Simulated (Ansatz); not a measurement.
# Phonons of HfO2 (Fm-3m) against volume, part 2 of 2

Wanted: mode Grüneisen parameters of HfO2 (Fm-3m).

Ansatz 0.2.0; DFT LDA, scalar-relativistic, plane waves, PAW; PAW set soft_1.

So far, highest frequency on the path or at a solved wavevector (cm⁻¹): step 2 (the dispersion) 707.

**4. Phonons at the other volume, volume ratio 0.97**

The phonons are repeated at this volume on the same k and q meshes.

input.yaml reads:

```yaml
crystal:
  lattice:
    - [0.0, 2.4756032454, 2.4756032454]
    - [2.4756032454, 0.0, 2.4756032454]
    - [2.4756032454, 2.4756032454, 0.0]
  atoms:
    - { symbol: Hf, position: [0.0, 0.0, 0.0] }
    - { symbol: O, position: [0.25, 0.25, 0.25] }
    - { symbol: O, position: [0.75, 0.75, 0.75] }
kpoints:
  mp_grid: { grid: [8, 8, 8] }
hamiltonian:
  xc: lda
  pseudopotentials: { kind: paw, azcp: { folder: soft_1 }, xc_functional: pbe }
scf:
  occupations: { method: fixed }
output:
  eigenvalues: true
phonons:
  method: dfpt
  dielectric: true
  rigid_motions: translations
  qmesh: [4, 4, 4]
  temperatures: { t_max: 1000, t_step: 50 }
  qpath:
    path:
      - [[0.0, 0.0, 0.0], [0.5, 0.0, 0.5], [0.625, 0.25, 0.625]]
      - [[0.375, 0.375, 0.75], [0.0, 0.0, 0.0], [0.5, 0.5, 0.5], [0.5, 0.25, 0.75], [0.5, 0.0, 0.5]]
    npoints: 10
```

The run is started by

```
$ ansatz run input.yaml --threads 4 --pin off --max-ram 10240MiB --backend cpu --events-out ev --progress --plain --runs-dir out
```

Numbers of over 12 decimals in the logs are rounded to 6 here.

The log of the run:

```text
[...]
Crystal: 3 atoms, lattice volume = 30.344 Å³
Basis set: ecut = 420 eV, 609 PW (Γ), exchange–correlation on 48×48×48 points (8 copies of the dense FFT grid, shifted against one another)
Bands: 23, of which v1, the nominal top of the filled ones, is band 19 counted from 1 (18 counted from 0)
Symmetry: 48 space group operations
k-points: 95 of 512 (irreducible under 4 space group operations, time reversal used)
[...]
SCF iter   1: F=—  HF=-16594.298470 eV  |F-HF|=—  |Δ(HF+E_count)|=         —  Δρ=9.11e-2  dr2=1.95e0  ethr=3.10e-3  ⟨swp⟩=4.1  Hψ=7290  notcnv=0  defer=178
[...]
SCF iter   9: F=-16593.593986 eV  HF=-16593.593986 eV  |F-HF|=1.82e-11  |Δ(HF+E_count)|=  7.28e-12  Δρ=1.76e-7  dr2=2.96e-12  ethr=1.00e-12  ⟨swp⟩=8.4  Hψ=14382  notcnv=0
SCF 1 converged in 9 iterations: F = -16593.593986 eV  dr2 = 2.96e-12
[...]
DFPT response loops at Γ: preconditioner auto → none (the input reference at scf.mixing.eps_inf says where Resta's filter doesn't serve); β = 0.50; Broyden in place of MSR1
NSCF: frozen V_eff on 29 k-points
[...]
SCF converged after 9 iterations
Free energy (F): -16593.593986 eV
[...]
Internal energy: -16593.593986 eV  (E = F + TS)
E sigma→0 (E₀):  -16593.593986 eV
Fermi energy:    15.841285 eV
[...]
--- Band table (eV; the first three rows and the last of 95) ---
  k-point 0: bands = [... 15 lower, 9.9083, 15.1770, 15.1770, 15.1770, 19.6615, 19.6615, 22.0026, 27.0938]
  k-point 1: bands = [... 15 lower, 10.4258, 14.7093, 14.8479, 14.8479, 20.0089, 20.0089, 22.5974, 26.2614]
  k-point 2: bands = [... 15 lower, 11.5715, 13.7613, 14.2769, 14.2769, 20.5147, 20.5147, 23.1355, 25.6760]
  k-point 94: bands = [... 15 lower, 13.0591, 13.0591, 14.2382, 15.6063, 20.7348, 21.1197, 23.4745, 23.4745]
--- Phonons (Γ-DFPT): 2 representative perturbations + reference, on 95 of 512 k-points (Σ response iterations 8) ---
  k mesh reduced under 4 symmetry operations, with k and −k counted as one. Each operation leaves every solved perturbation unchanged. A smaller set is not considered because the run solves the response to a homogeneous field
  ASR residual: 6.836e-5 → 0.000e0 eV/Å²; symmetrization residual: 2.045e-6 eV/Å²
  ASR residual per site (eV/Å²): 1.89e-5 6.84e-5 6.84e-5
  Γ frequencies (cm⁻¹): 0.00 0.00 0.00 279.20 279.20 279.20 624.37 624.37 624.37
  ε∞ (high-frequency dielectric tensor):
        5.389977     0.000000     0.000000
        0.000000     5.389977     0.000000
        0.000000    -0.000000     5.389977
  ε⁰ (static dielectric tensor: ions relaxed, cell fixed):
       29.482985    -0.000000     0.000000
       -0.000000    29.482985    -0.000000
        0.000000    -0.000000    29.482985
  ε⁰ − ε∞ (ionic part):
       24.093008    -0.000000     0.000000
       -0.000000    24.093008    -0.000000
        0.000000    -0.000000    24.093008
  softest optical mode at Γ: 279.20 cm⁻¹; the repairs (sum rule, projections) moved no ω² at Γ by more than (1.21 cm⁻¹)²
  Born effective charges Z* (e; rows j = field, columns β = displacement):
    site 0:
         5.60577   -0.00000    0.00000
         0.00000    5.60577    0.00000
        -0.00000   -0.00000    5.60577
    site 1:
        -2.80288    0.00000   -0.00000
        -0.00000   -2.80288   -0.00000
        -0.00000    0.00000   -2.80288
    site 2:
        -2.80288    0.00000   -0.00000
        -0.00000   -2.80288   -0.00000
         0.00000    0.00000   -2.80288
  Z* charge neutrality: 2.294e-5 e pre-enforcement
  k-mesh period / interband length: 28.0 Å / 1.34 Å = 20.83 at k = (0.0000, 0.0000, 0.0000), direct gap 4.484 eV — 14 or more, which is no proof of convergence
  optical modes at Γ without the LO–TO term, one row a degenerate level:
      ω (cm⁻¹)  modes    IR ((D/Å)²/amu)
        279.20      3            80.1578
        624.37      3             0.0000
  optical modes at Γ + LO–TO along q̂ = [1.0000, 0.0000, 0.0000]:
      ω (cm⁻¹)  modes    IR ((D/Å)²/amu)
        279.20      2            53.4385
        624.37      3             0.0000
        652.98      1            26.7193
  optical modes at Γ + LO–TO along q̂ = [0.0000, 1.0000, 0.0000]:
      ω (cm⁻¹)  modes    IR ((D/Å)²/amu)
        279.20      2            53.4385
        624.37      3             0.0000
        652.98      1            26.7193
  optical modes at Γ + LO–TO along q̂ = [0.0000, 0.0000, 1.0000]:
      ω (cm⁻¹)  modes    IR ((D/Å)²/amu)
        279.20      2            53.4385
        624.37      3             0.0000
        652.98      1            26.7193
--- Phonons (arbitrary-q DFPT): 8 irreducible q on the 4×4×4 mesh ---
[...]
interpolated dispersion: 63 rows × 9 modes
[...]
```

The job ended after 92 s (4 threads of Arm Neoverse V2, shared host; peak memory 1.2 GiB).

Numbers from this step:

```
sum-rule residual before enforcement                    : 6.84e-5 eV/Å²
miss of the charge sum rule                             : 2.29e-5 e
lowest frequency on the path                            : -195.5 cm⁻¹
highest frequency on the path or at a solved wavevector : 733.8 cm⁻¹
highest optical mode at the zone centre (no LO-TO term) : 624.4 cm⁻¹
lowest optical zone-centre mode                         : 279.2 cm⁻¹
mean high-frequency dielectric constant                 : 5.39
largest Born charge (third of the trace)                : 5.606 e
mean static dielectric constant                         : 29.48
top of the zone-centre spectrum with the field          : 653.0 cm⁻¹
lowest mode on the q mesh (acoustic modes at Γ apart)   : -195.5 cm⁻¹
```

Frequencies (cm⁻¹) solved at each irreducible wavevector; negative means imaginary. Frequencies by wavevector, by row:

| q in reciprocal lattice units | star | mode 1 | mode 2 | mode 3 | mode 4 | mode 5 | mode 6 | mode 7 | mode 8 | mode 9 |
| --- | --- | --- | --- | --- | --- | --- | --- | --- | --- | --- |
| 0 0 0 | 1 | 0 | 0 | 0 | 279.2 | 279.2 | 279.2 | 624.4 | 624.4 | 624.4 |
| 0 0 0.25 | 8 | 84.5 | 84.5 | 160.4 | 359.7 | 359.7 | 576.8 | 598.7 | 598.7 | 642.9 |
| 0 0 -0.5 | 4 | 100.3 | 100.3 | 216.9 | 441.1 | 441.1 | 531.3 | 557.7 | 557.7 | 628 |
| 0 0.25 0.25 | 6 | 83.9 | 83.9 | 208.4 | 295.9 | 295.9 | 472.7 | 617.2 | 617.2 | 693.2 |
| 0 0.25 -0.5 | 24 | 105.9 | 143.4 | 213.2 | 303 | 379.2 | 392.5 | 583.5 | 607.8 | 696.6 |
| 0 0.25 -0.25 | 12 | 102.3 | 133.1 | 206.2 | 268 | 459.5 | 493.4 | 520.4 | 622.9 | 671.2 |
| 0 -0.5 -0.5 | 3 | -195.5 | 112.6 | 112.6 | 268.6 | 352.1 | 352.1 | 600.6 | 600.6 | 733.8 |
| 0.25 -0.5 -0.25 | 6 | 117.1 | 121.4 | 201.1 | 201.1 | 287.1 | 502.8 | 502.8 | 641.4 | 706.9 |

The highest optical mode at the zone centre (no LO-TO term) is 624.4 cm⁻¹, +27.9 cm⁻¹ against the base run.

**5. Relaxing at another volume, volume ratio 1.03**

The volume is scaled by 1.03 and held; symmetry leaves nothing to relax, so this is a single point. The modes can then be followed against volume.

input.yaml, the sections that differ from step 4:

```yaml
crystal:
  lattice:
    - [0.0, 2.5256289102, 2.5256289102]
    - [2.5256289102, 0.0, 2.5256289102]
    - [2.5256289102, 2.5256289102, 0.0]
  atoms:
    - { symbol: Hf, position: [0.0, 0.0, 0.0] }
    - { symbol: O, position: [0.25, 0.25, 0.25] }
    - { symbol: O, position: [0.75, 0.75, 0.75] }
output:
  forces: true
  stress: true
  eigenvalues: true
# kpoints, hamiltonian, scf: as in step 4
# phonons: removed
```

The log of the run:

```text
[...]
Crystal: 3 atoms, lattice volume = 32.221 Å³
Basis set: ecut = 420 eV, 609 PW (Γ)
Bands: 23, of which v1, the nominal top of the filled ones, is band 19 counted from 1 (18 counted from 0)
Symmetry: 48 space group operations
[...]
k-points: 29 of 512
[...]
--- Band table (eV; the first three rows and the last of 29) ---
  k-point 0: bands = [... 15 lower, 9.1119, 14.0098, 14.0098, 14.0098, 18.3488, 18.3488, 20.3367, 25.1354]
  k-point 1: bands = [... 15 lower, 9.5661, 13.5420, 13.7063, 13.7063, 18.6550, 18.6550, 20.9430, 24.4020]
  k-point 2: bands = [... 15 lower, 10.5951, 12.6111, 13.1678, 13.1678, 19.1050, 19.1050, 21.5723, 23.8392]
  k-point 28: bands = [... 15 lower, 11.9955, 11.9955, 13.1516, 14.4274, 19.3203, 19.6558, 21.7466, 21.7466]
[key lines of the parts left out:]
SCF converged after 8 iterations
Free energy (F): -16593.596635 eV
Fermi energy:    14.639608 eV
P = ⅓ Tr σ = -7.8370 GPa (-78.370 kbar)
```

Elapsed: 0.53 s, on 4 threads; peak memory 0.29 GiB.

This step gave:

- pressure: -7.837 GPa
- gap on the k-mesh: 3.595 eV
- volume per atom: 10.74 Å³
- direct gap on mesh: 3.595 eV

The run ends at a pressure of -7.84 GPa.

**6. Phonons at the other volume, volume ratio 1.03**

The phonons are repeated at this volume on the same k and q meshes.

input.yaml, the sections that differ from step 5:

```yaml
output:
  eigenvalues: true
phonons:
  method: dfpt
  dielectric: true
  rigid_motions: translations
  qmesh: [4, 4, 4]
  temperatures: { t_max: 1000, t_step: 50 }
  qpath:
    path:
      - [[0.0, 0.0, 0.0], [0.5, 0.0, 0.5], [0.625, 0.25, 0.625]]
      - [[0.375, 0.375, 0.75], [0.0, 0.0, 0.0], [0.5, 0.5, 0.5], [0.5, 0.25, 0.75], [0.5, 0.0, 0.5]]
    npoints: 10
# crystal, kpoints, hamiltonian, scf: as in step 5
```

The log of the run:

```text
[...]
Crystal: 3 atoms, lattice volume = 32.221 Å³
Basis set: ecut = 420 eV, 609 PW (Γ), exchange–correlation on 48×48×48 points (8 copies of the dense FFT grid, shifted against one another)
Bands: 23, of which v1, the nominal top of the filled ones, is band 19 counted from 1 (18 counted from 0)
Symmetry: 48 space group operations
[...]
ω (cm⁻¹)  modes    IR ((D/Å)²/amu)
[...]
609.00      1            26.4366
  optical modes at Γ + LO–TO along q̂ = [0.0000, 0.0000, 1.0000]:
      ω (cm⁻¹)  modes    IR ((D/Å)²/amu)
        217.29      2            52.8732
        570.22      3             0.0000
        609.00      1            26.4366
--- Phonons (arbitrary-q DFPT): 8 irreducible q on the 4×4×4 mesh ---
[...]
interpolated dispersion: 63 rows × 9 modes
[...]
[key lines of the parts left out:]
SCF converged after 9 iterations
Free energy (F): -16593.596637 eV
Fermi energy:    14.639603 eV
```

Wall time 94 s (4 threads); peak memory 1.3 GiB.

This step gave:

| Item | Value |
| --- | --- |
| sum-rule residual before enforcement | 8.98e-5 eV/Å² |
| miss of the charge sum rule | 2.58e-5 e |
| lowest frequency on the path | -235.3 cm⁻¹ |
| highest frequency on the path or at a solved wavevector | 681.9 cm⁻¹ |
| highest optical mode at the zone centre (no LO-TO term) | 570.2 cm⁻¹ |
| lowest optical zone-centre mode | 217.3 cm⁻¹ |
| mean high-frequency dielectric constant | 5.407 |
| largest Born charge (third of the trace) | 5.576 e |
| mean static dielectric constant | 42.47 |
| top of the zone-centre spectrum with the field | 609 cm⁻¹ |
| lowest mode on the q mesh (acoustic modes at Γ apart) | -235.3 cm⁻¹ |

Frequencies (cm⁻¹) solved at each irreducible wavevector; negative means imaginary. Frequencies by wavevector, by row:

| q in reciprocal lattice units | star | mode 1 | mode 2 | mode 3 | mode 4 | mode 5 | mode 6 | mode 7 | mode 8 | mode 9 |
| --- | --- | --- | --- | --- | --- | --- | --- | --- | --- | --- |
| 0 0 0 | 1 | 0 | 0 | 0 | 217.3 | 217.3 | 217.3 | 570.2 | 570.2 | 570.2 |
| 0 0 0.25 | 8 | 74 | 74 | 142.4 | 306.2 | 306.2 | 527.7 | 545.6 | 545.6 | 597.5 |
| 0 0 -0.5 | 4 | 83.1 | 83.1 | 184 | 390.8 | 390.8 | 491.7 | 506.2 | 506.2 | 580.2 |
| 0 0.25 0.25 | 6 | 72.9 | 72.9 | 194.7 | 235.2 | 235.2 | 422.1 | 564.5 | 564.5 | 645.2 |
| 0 0.25 -0.5 | 24 | 86.3 | 115.7 | 181.9 | 252.9 | 334.3 | 339.4 | 532.6 | 558.1 | 646 |
| 0 0.25 -0.25 | 12 | 83.9 | 112.8 | 186 | 202.2 | 414.4 | 444.3 | 468 | 574.6 | 620.5 |
| 0 -0.5 -0.5 | 3 | -235.3 | 90.4 | 90.4 | 251.1 | 296.5 | 296.5 | 549.8 | 549.8 | 681.9 |
| 0.25 -0.5 -0.25 | 6 | -88.2 | 94.2 | 181 | 181 | 224.5 | 454 | 454 | 591.8 | 654.6 |

The highest optical mode at the zone centre (no LO-TO term) is 570.2 cm⁻¹, -26.2 cm⁻¹ against the base run.

**7. Grüneisen parameters**

The Grüneisen parameter of a mode is minus the logarithmic change of its frequency with volume, −d ln ω / d ln V; weighted by heat capacity it gives the expansion.

This step gave:

```yaml
bulk_modulus: 283.5 GPa
```

The phonon branches at the labelled points (cm⁻¹):

| point | branch 1 | branch 2 | branch 3 | branch 4 | branch 5 | branch 6 | branch 7 | branch 8 | branch 9 |
| --- | --- | --- | --- | --- | --- | --- | --- | --- | --- |
| Γ | 0 | 0 | 0 | 248 | 248 | 596 | 596 | 596 | 630 |
| X | -218 | 102 | 102 | 260 | 324 | 324 | 574 | 574 | 707 |
| U | -66 | 98 | 156 | 221 | 341 | 386 | 548 | 586 | 687 |
| jump to K | -66 | 98 | 156 | 221 | 341 | 386 | 548 | 586 | 687 |
| Γ | 0 | 0 | 0 | 248 | 248 | 596 | 596 | 596 | 630 |
| L | 92 | 92 | 201 | 415 | 415 | 511 | 531 | 531 | 603 |
| W | 53 | 106 | 191 | 191 | 256 | 478 | 478 | 616 | 680 |
| X | -218 | 102 | 102 | 260 | 324 | 324 | 574 | 574 | 707 |

The same for volume x 0.97:

| point | branch 1 | branch 2 | branch 3 | branch 4 | branch 5 | branch 6 | branch 7 | branch 8 | branch 9 |
| --- | --- | --- | --- | --- | --- | --- | --- | --- | --- |
| Γ | 0 | 0 | 0 | 279 | 279 | 624 | 624 | 624 | 653 |
| X | -196 | 113 | 113 | 269 | 352 | 352 | 601 | 601 | 734 |
| U | 82 | 108 | 167 | 236 | 365 | 413 | 574 | 611 | 714 |
| K | 82 | 108 | 167 | 236 | 365 | 413 | 574 | 611 | 714 |
| Γ | 0 | 0 | 0 | 279 | 279 | 624 | 624 | 624 | 653 |
| L | 100 | 100 | 217 | 441 | 441 | 531 | 558 | 558 | 628 |
| W | 117 | 121 | 201 | 201 | 287 | 503 | 503 | 641 | 707 |
| X | -196 | 113 | 113 | 269 | 352 | 352 | 601 | 601 | 734 |

The same for volume x 1.03:

| point | branch 1 | branch 2 | branch 3 | branch 4 | branch 5 | branch 6 | branch 7 | branch 8 | branch 9 |
| --- | --- | --- | --- | --- | --- | --- | --- | --- | --- |
| Γ | 0 | 0 | 0 | 217 | 217 | 570 | 570 | 570 | 609 |
| X | -235 | 90 | 90 | 251 | 296 | 296 | 550 | 550 | 682 |
| U | -119 | 86 | 146 | 205 | 320 | 360 | 524 | 562 | 662 |
| K | -119 | 86 | 146 | 205 | 320 | 360 | 524 | 562 | 662 |
| Γ | 0 | 0 | 0 | 217 | 217 | 570 | 570 | 570 | 609 |
| L | 83 | 83 | 184 | 391 | 391 | 492 | 506 | 506 | 580 |
| W | -88 | 94 | 181 | 181 | 224 | 454 | 454 | 592 | 655 |
| X | -235 | 90 | 90 | 251 | 296 | 296 | 550 | 550 | 682 |

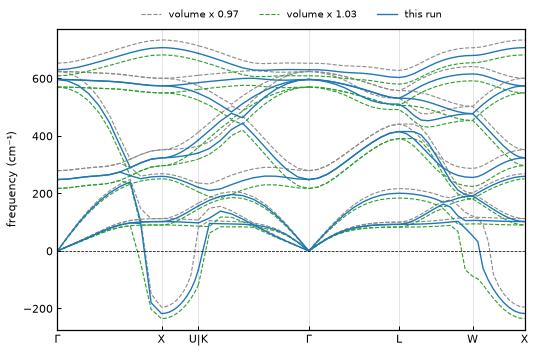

Phonon branches along the path; dashed: volume x 0.97 and volume x 1.03.

**8. Summary of results**

```yaml
bulk_modulus: 284 GPa
gap_deformation_potential: -2.28 eV
```

**Reading.** No expansion is given, because modes are imaginary at one volume or more. Without the field, the highest optical mode at Γ goes from 624 to 570 cm⁻¹ as the cell grows, a Grüneisen parameter of 1.51. Branches are matched by rank, so values near crossings are rough. The program warns that the interpolation holds no quadrupole term, so branches close to Γ can be off in this crystal. Spin-orbit coupling is left out, which can matter for the heavy elements here. The PAW files were made for PBE and serve the other functionals too.

[Logs are printed without paths, hosts, clocks, repeated set-up lines and the standing remarks that a program may print on its own settings, such as how far it seeks lower states.]

[Hosts, paths, dates, database ids (printed as entryN), source tags and the programs' standing remarks are cut or masked in the printed files.]
